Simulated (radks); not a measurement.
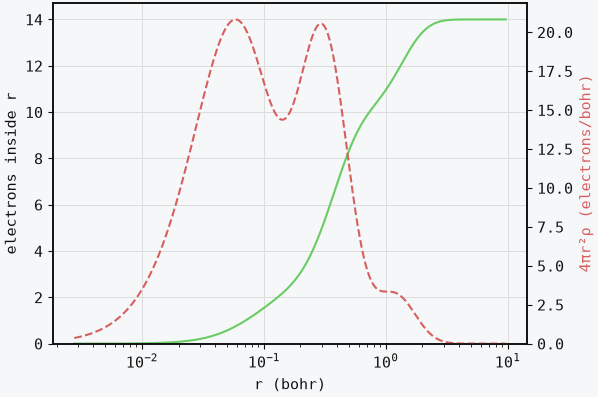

Ar⁴⁺ (Z = 18, 14 electrons) in the configuration [Ne] 3p2 3d2. Theory: scalar-relativistic Kohn-Sham, PBEsol, spin-unpolarised, spherical densities, finite nucleus (computed with the in-house radial solver radks).

The plot shows the number of electrons inside radius r (solid) and the radial density 4πr²ρ (dashed).

What does the plot show?

The count levels off at 14 electrons. Half of them lie within 0.405 bohr, 90 % within 1.54 bohr and 99 % within 2.59 bohr. The radial density has a minimum at 0.142 bohr, where the count stands at 2.2; this parts the shells that the density resolves.
